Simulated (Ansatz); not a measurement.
The calculation's input:

```
crystal:
  lattice:
    - [-2.0045871159, 6.0132424778, 2.8370117884]
    - [2.0045871159, -6.0132424778, 2.8370117884]
    - [2.0045871159, 6.0132424778, -2.8370117884]
  atoms:
    - { symbol: P, position: [0.3305712817, -6.29729e-05, 0.3306342546] }
    - { symbol: Ga, position: [0.5530536872, 0.7326327982, 0.8204208889] }
    - { symbol: P, position: [0.6693027724, -6.29729e-05, 0.6693657454] }
    - { symbol: Ga, position: [0.9122119093, 0.7326327982, 0.1795791111] }
    - { symbol: Sb, position: [-0.0014747497, -0.0014747497, 0.0] }
    - { symbol: Ga, position: [0.2863350992, 0.7863350992, 0.5] }
kpoints:
  mp_grid: { grid: [8, 8, 8] }
  band_path:
    path:
      - [0.0, 0.0, 0.0]
      - [0.5, -0.5, 0.5]
      - [0.2777825718, -0.2777825718, 0.7222174282]
      - [-0.2777825718, 0.2777825718, 0.2777825718]
      - [0.3056473972, 0.3056473972, -0.3056473972]
      - [0.6943526028, -0.3056473972, 0.3056473972]
      - [0.0, 0.5, 0.0]
      - [0.25, 0.25, 0.25]
      - [0.5, 0.0, 0.0]
    npoints: 1
hamiltonian:
  xc: r2scan
scf:
  occupations: { method: fixed }
  n_extra_bands: 5
output:
  forces: true
  stress: true
  eigenvalues: true
  write_density: true
  write_potential: true
  elf: true
  volumetric_format: npy
```

Launched as:

```sh
ansatz run input.yaml --threads 4 --pin off --max-ram 6451MiB --backend cpu --events-out ev --progress --plain --runs-dir out
```

Below, planes, directions and counts refer to the conventional cell (a = 4.01 Å, b = 12.03 Å, c = 5.67 Å, α = 90.00°, β = 90.00°, γ = 90.00°).

Space group Imm2; started from the ordered alloy on zincblende lattice prototype, which need not be the ambient phase.

Computed with DFT, r2SCAN, plane waves, PAW in Ansatz 0.2.0.

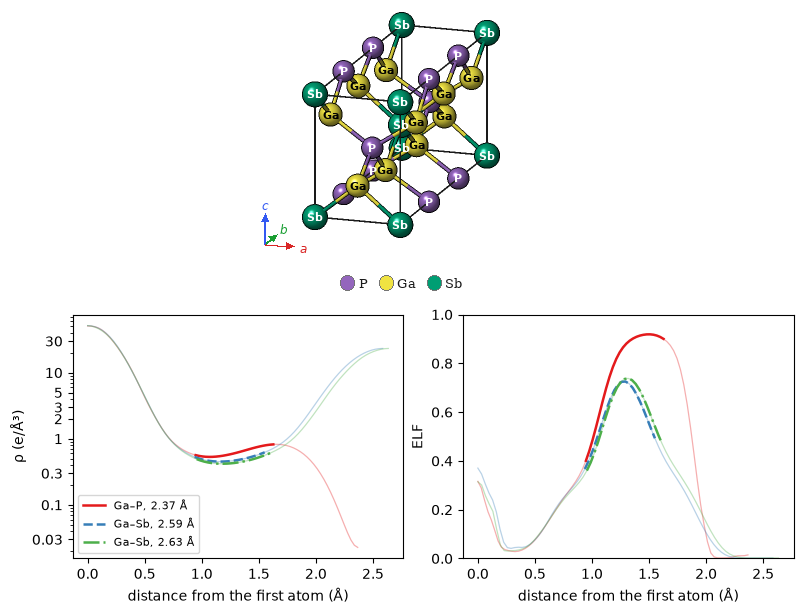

Ga₃SbP₂. Valence pseudo-density and ELF along straight lines between neighbouring atoms. Thin, pale parts lie inside the atomic spheres. The structure is drawn too.

In a PAW calculation such maps are meaningful between the atoms, not at the nuclei.

What can be read from the curves?

Ga–P (2.37 Å): the density is about 0.55 e/Å³ at the midpoint; the ELF peaks at about 0.90 in the valence shell of P, 0.9 Å from its nucleus, and is about 0.80 at the midpoint.
Ga–Sb (2.59 Å): ρ at the midpoint is about 0.47 e/Å³; the ELF peaks at about 0.75 between the atoms.
Ga–Sb (2.63 Å): ρ is about 0.44 e/Å³ halfway; the ELF peaks at about 0.75 between the atoms.
